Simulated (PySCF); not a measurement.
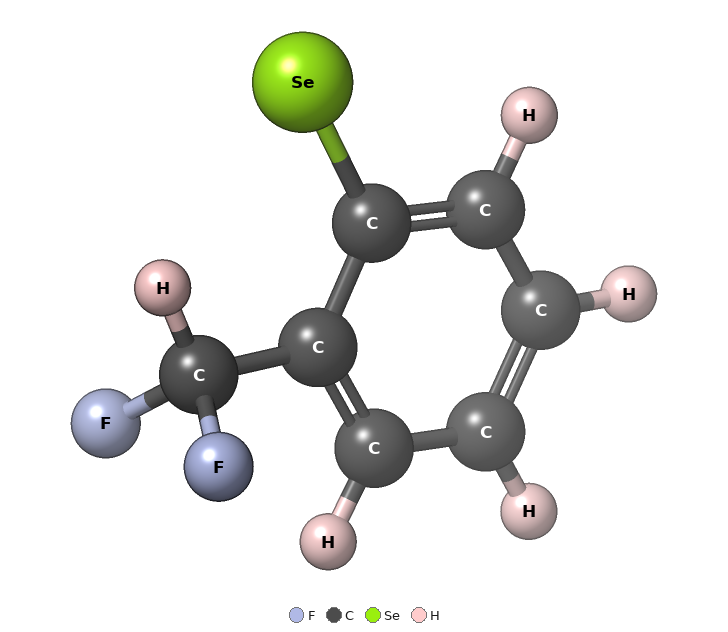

Orthographic view. Distant atoms are faded towards the background colour. State: charge −1, singlet. The geometry was computed by an optimisation with PBE0-D3(BJ)/def2-SVP. No frequency run is at hand to confirm it as a minimum.

> Give the standard InChI.

InChI=1S/C7H6F2Se/c8-7(9)5-3-1-2-4-6(5)10/h1-4,7,10H/p-1
